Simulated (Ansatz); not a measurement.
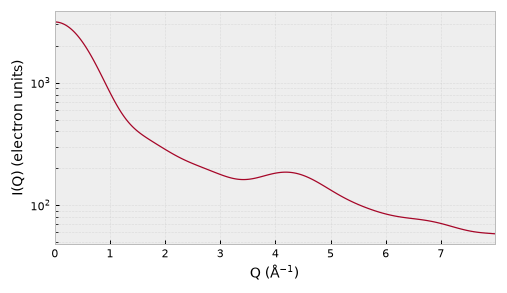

Elastic X-ray scattering of a randomly oriented, rigid molecule, calculated with the Debye equation from neutral-atom form factors (independent atoms, no Compton part, no vibration). The geometry is the end point of an optimisation (Ansatz 0.2.0, RKS PBE0-D4/6-31G); it may be a saddle point or a higher isomer. It contains N, Al, F, Si, H.

### How many electrons does the independent-atom model of the molecule hold?

I(0) is the square of the electron number: I(0) = 3130, so about 56 electrons, the count of AlFH6N2Si.

### What radius of gyration does the initial fall-off give?

From I(Q) ≈ I(0) exp(−Q²R²/3) at small Q, R ≈ 2.14 Å. It is larger than the electron-weighted radius of the nuclear positions alone (2.01 Å), because each atom's electron cloud adds to it.
